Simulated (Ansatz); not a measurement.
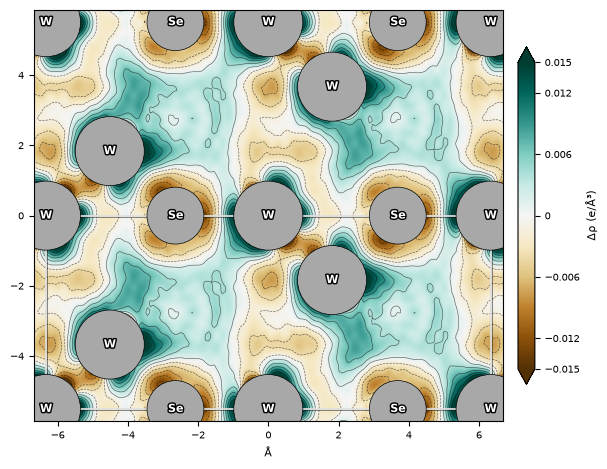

W2Se. Difference of the valence pseudo-densities of two functionals at the same geometry, on the (110) plane of the calculation cell: one of PBE and r2SCAN less the other.

Both computed with Ansatz (plane waves, PAW), on the same k-point mesh. Grey discs cover the atomic cores.

```cif
data_structure
_symmetry_space_group_name_H-M 'P 1'
_symmetry_Int_Tables_number 1
_cell_length_a 3.1807
_cell_length_b 3.1807
_cell_length_c 12.6623
_cell_angle_alpha 90.000
_cell_angle_beta 90.000
_cell_angle_gamma 120.000
_cell_volume 110.94
loop_
_atom_site_label
_atom_site_type_symbol
_atom_site_fract_x
_atom_site_fract_y
_atom_site_fract_z
_atom_site_occupancy
W1 W 0.00000 0.00000 0.58642 1
W2 W 0.00000 0.00000 0.08642 1
W3 W 0.33333 0.66667 0.72983 1
W4 W 0.66667 0.33333 0.22983 1
Se1 Se 0.00000 0.00000 0.37759 1
Se2 Se 0.00000 0.00000 0.87759 1
```

> Which was subtracted from which, and what does the map show?

It is PBE less r2SCAN. Against r2SCAN, PBE gives less density around Se (−0.007 e/Å³ on average at 1.0 Å from the nucleus) and a change of −0.007 e/Å³ at the midpoint of W–W.
